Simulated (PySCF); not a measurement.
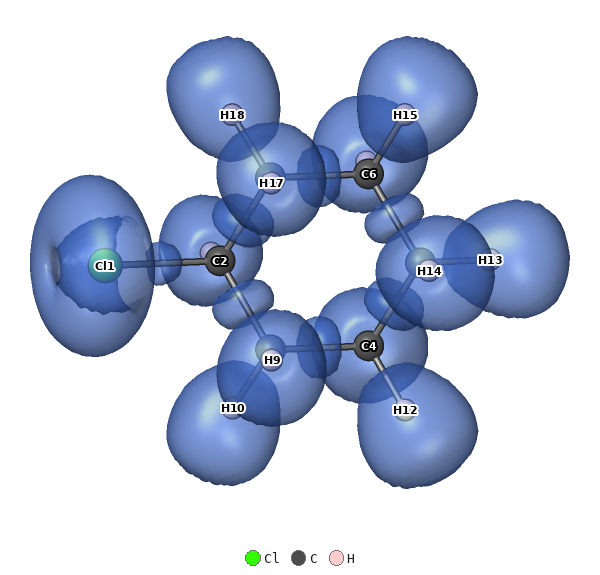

Figure. C$_{6}$H$_{11}$Cl (SMILES ClC1CCCCC1). Isosurface of the ELF at 0.8 (blue), seen across its widest extent. Core shells and regions of very low density are left out.

Geometry: PBE0-D3(BJ)/def2-SVP.

Level of theory: PySCF, wB97X-D/pcSseg-1, SCF density, in a chloroform solvent model, non-relativistic.

| atom | x (Å) | y (Å) | z (Å) |
| --- | --- | --- | --- |
| Cl | 2.7499 | -1.4669 | -0.1848 |
| C | 1.1674 | -0.6557 | -0.4734 |
| C | 1.2225 | 0.7843 | 0.0071 |
| C | -0.1232 | 1.4736 | -0.2069 |
| C | -1.2579 | 0.7027 | 0.4592 |
| C | -1.2932 | -0.7458 | -0.0161 |
| C | 0.0512 | -1.4375 | 0.1978 |
| H | 1.0300 | -0.6768 | -1.5664 |
| H | 1.4791 | 0.7820 | 1.0807 |
| H | 2.0314 | 1.3199 | -0.5129 |
| H | -0.3239 | 1.5541 | -1.2907 |
| H | -0.0769 | 2.5059 | 0.1752 |
| H | -2.2239 | 1.1952 | 0.2635 |
| H | -1.1145 | 0.7212 | 1.5547 |
| H | -2.0865 | -1.3070 | 0.5031 |
| H | -1.5498 | -0.7711 | -1.0907 |
| H | 0.2748 | -1.5034 | 1.2768 |
| H | 0.0347 | -2.4684 | -0.1879 |

Q: Identify the bonds, lone pairs and shells in this picture.

A: At this value the surface marks out six regions between bonded C–C atoms (shared pairs), one region between bonded C–Cl atoms (shared pairs), eleven regions around hydrogen nuclei and one ring or bowl of non-bonding electrons around Cl.

Values along the shortest contacts:
C–C (1.52 Å): the ELF peaks at about 0.95 between the atoms; a covalent bond. C–Cl (1.80 Å): the ELF peaks at about 0.90 between the atoms, as expected for localised, covalent bonding.
